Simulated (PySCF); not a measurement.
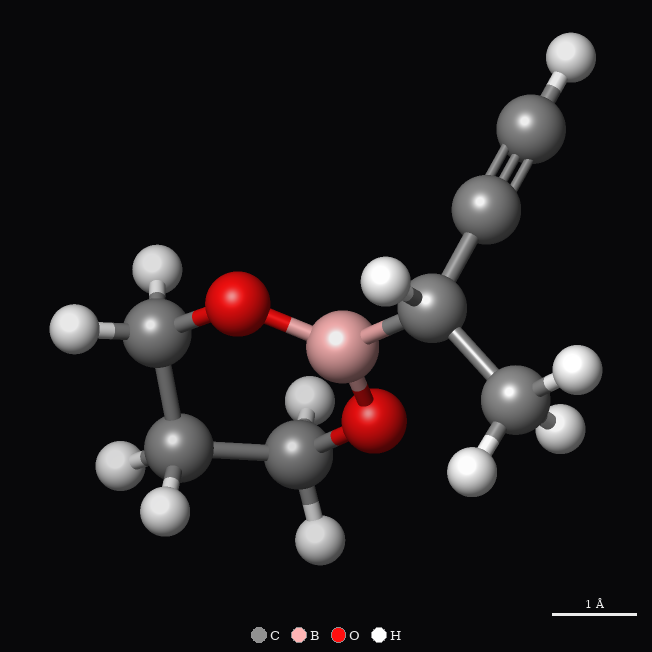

The picture shows a molecular structure as a ball-and-stick model. Double and triple bonds are drawn as two and three sticks.

What does the picture show?

It has 21 atoms: 7 carbon, 11 hydrogen, 1 boron and 2 oxygen (C7H11BO2). SMILES: `C#C[C@H](C)B1OCCCO1`. Independent rings (smallest set): 1 of 6 members. Among its groups: alkyne. This geometry has C1 symmetry. Coordination: 2 C linear; 5 C tetrahedral; 1 B trigonal planar; 2 O bent.

More results for the same structure follow; atom numbers are the same in all pictures, views and colours differ. Computed geometry: PBE0-D3(BJ)/def2-SVP optimisation. No frequency run is at hand to confirm it as a minimum.

**NMR shielding**

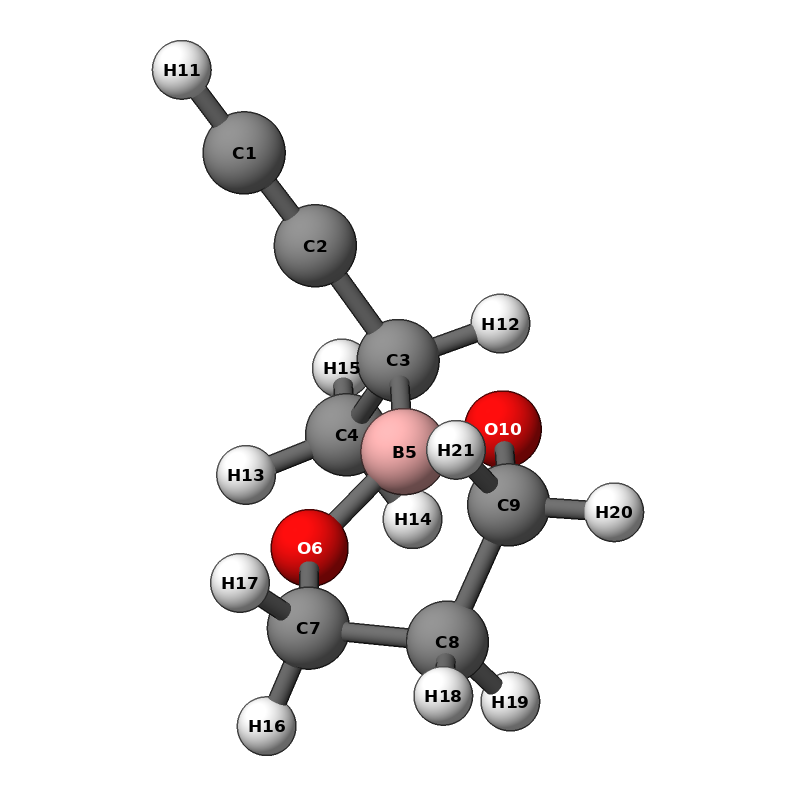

No frequency run is at hand to confirm it as a minimum. Method: GIAO PBE0/pcSseg-1 NMR shielding, non-relativistic, IEF-PCM benzene (PySCF 2.14.0). Principal shieldings σ11 ≤ σ22 ≤ σ33, span Ω = σ33 − σ11, skew κ = 3(σiso − σ22)/Ω.

Which C atom has the most anisotropic shielding?

C2, with a span of 308 ppm.

Give the shielding tensors of the C atoms.

```
atom    σ11    σ22    σ33   σiso      Ω      κ
  C1   40.0   43.1  253.0  112.1  213.0   0.97
  C2  −12.1   −4.9  295.4   92.8  307.5   0.95
  C3  163.3  171.6  178.1  171.0   14.8  −0.12
  C4  156.9  162.5  185.0  168.1   28.0   0.60
  C7  101.4  105.6  155.8  120.9   54.3   0.85
  C8  146.9  156.2  162.8  155.3   15.9  −0.17
  C9  101.9  105.3  155.6  120.9   53.7   0.87
```

Shieldings and span in ppm.

**Polarisability**

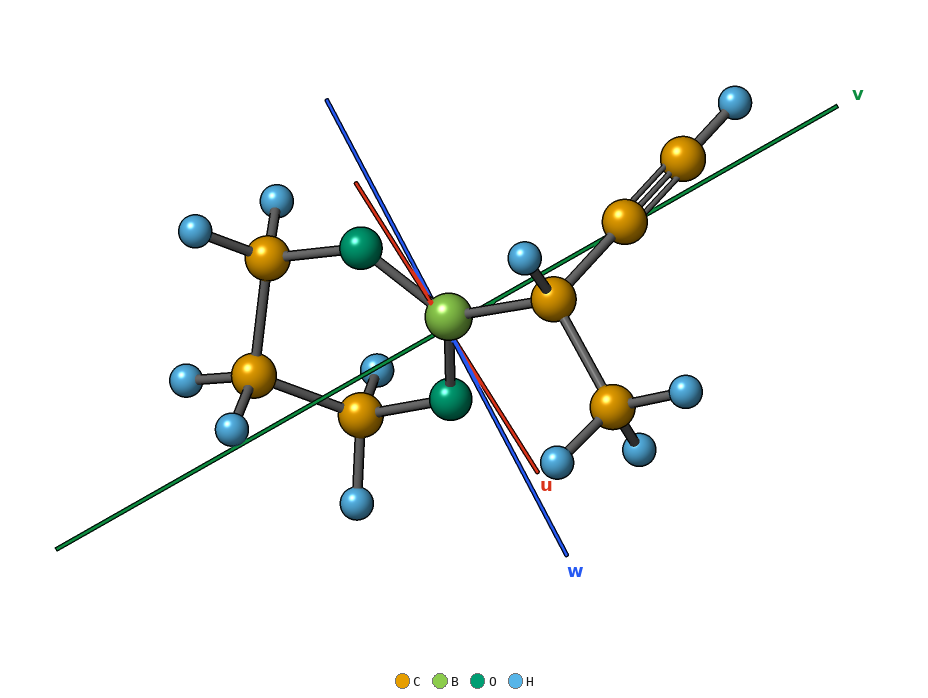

The lines u, v and w are the principal axes of the static dipole polarisability. No frequency run is at hand to confirm it as a minimum. Computed with B3LYP/def2-SVPD (PySCF 2.14.0).

Along which axis is the molecule most polarisable, and along which least?

Most along v, least along u.

Give the three principal values.

u 87.2, v 115.8, w 98.0 bohr³; mean 100.3, anisotropy 25.1 bohr³.

**Quadrupole coupling**

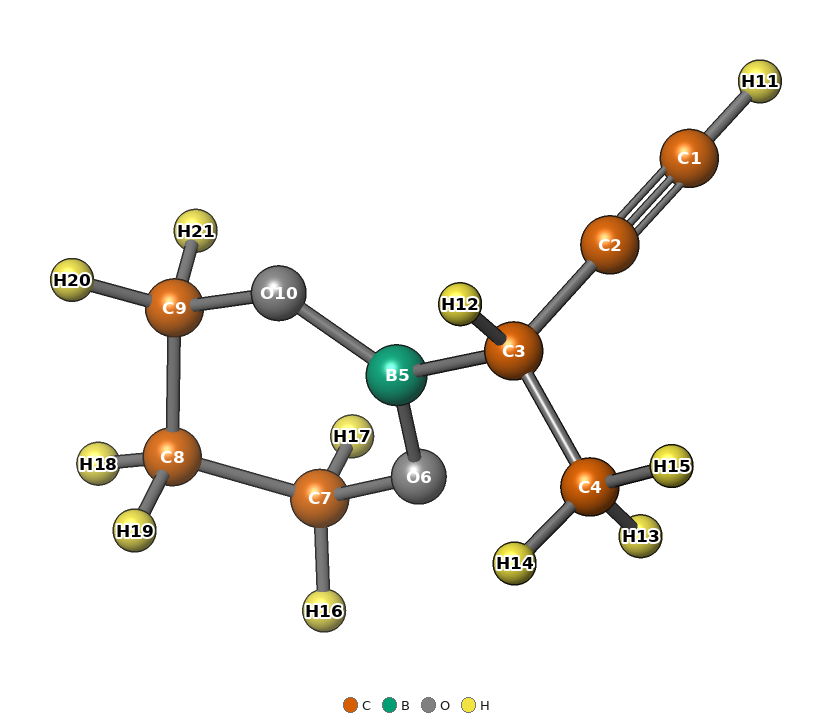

No frequency run is at hand to confirm it as a minimum. Electric field gradients from the ground-state density, PBE0/pcSseg-1 in acetone (IEF-PCM) (PySCF 2.14.0), non-relativistic apart from any core potentials.

Give the largest field-gradient component, the quadrupole coupling constant and the asymmetry for 11B at B5 (Q = 40.59 mb), 17O at O6 (Q = −25.6 mb), 17O at O10 (Q = −25.6 mb), 2H at H11 (Q = 2.86 mb), 2H at H12 (Q = 2.86 mb).

| atom | V_zz (a.u.) | e²qQ/h (MHz) | η |
| --- | --- | --- | --- |
| B5 | 0.337 | 3.21 | 0.42 |
| O6 | 1.521 | −9.15 | 0.07 |
| O10 | 1.515 | −9.11 | 0.08 |
| H11 | 0.342 | 0.230 | 0.01 |
| H12 | 0.282 | 0.189 | 0.05 |
